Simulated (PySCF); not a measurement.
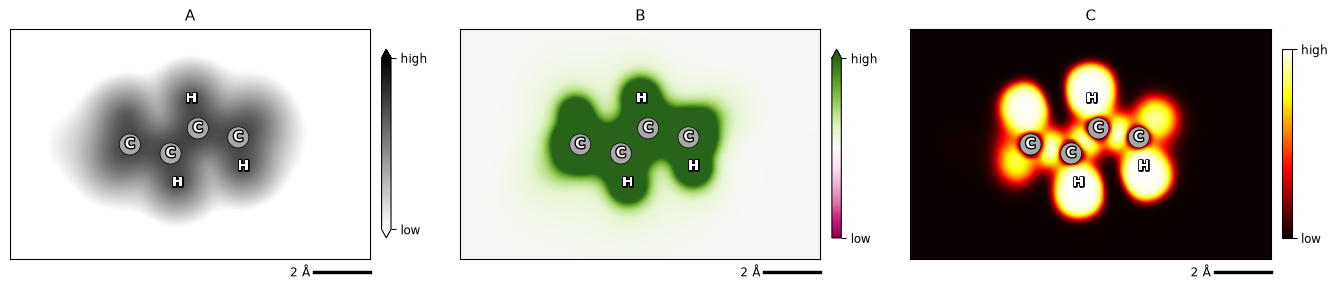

C4H13NSi2 (SMILES N[SiH2]C/C=C/C[SiH3]): 3 fields on the plane of atoms C4, C5 and C6, with unlabelled colour scales. Grey discs cover the atomic cores.

Geometry: GFN2-xTB.

All numbers below come from PBE0/pcSseg-1, SCF density, gas phase, non-relativistic (PySCF 2.14.0).

Match the panels to the quantities (electron density, electron localisation function and electrostatic potential).

Answer. Panel A: electron density. Panel B: electrostatic potential (strongly positive close to the atoms and fading to about zero outside). Panel C: electron localisation function. From the grid: C–C (1.33 Å): the density is about 2.3 e/Å³ at the midpoint; the ELF peaks at about 0.90 between the atoms; a multiple bond.
